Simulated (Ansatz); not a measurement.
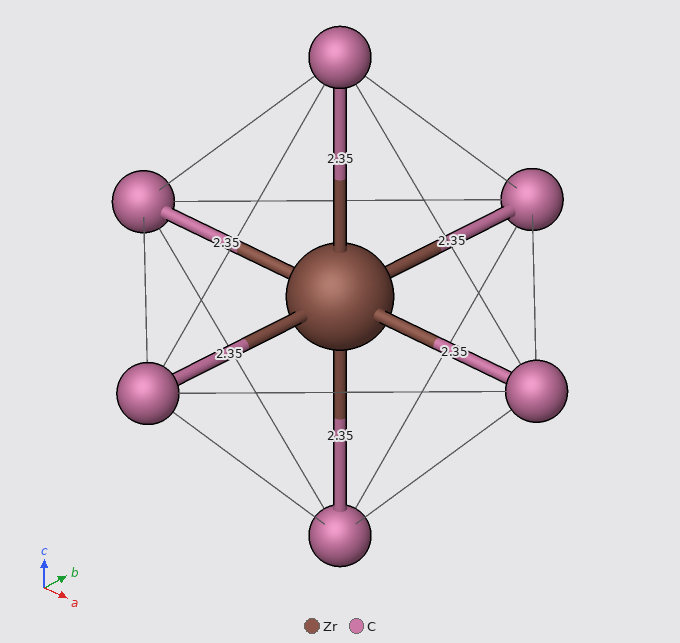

The ZrC6 unit about Zr in ZrC. Origin: a calculation's input that goes back to an entry of the Crystallography Open Database (an earlier step may have relaxed or displaced it).

ZrC, space group Fm-3m (No. 225), a = 4.700 Å, b = 4.700 Å, c = 4.700 Å, α = 90.00°, β = 90.00°, γ = 90.00°

| site | Wyckoff | x | y | z |
| --- | --- | --- | --- | --- |
| Zr | 4b | 0.5000 | 0.0000 | 0.0000 |
| C | 4a | 0.0000 | 0.0000 | 0.0000 |

### Give the distortion indices.

It is closest to the octahedron.

```tsv
measure	value
mean bond length	2.350 Å
bond-length distortion index (Baur)	0.000
effective coordination number (Hoppe)	6.00
shape measure against the octahedron	0.00
shape measure against the trigonal prism	16.74
centre off the ligands' centroid by	0.00 Å
polyhedral volume	17.31 Å³
quadratic elongation	1.000
bond-angle variance	0.0 deg²
```
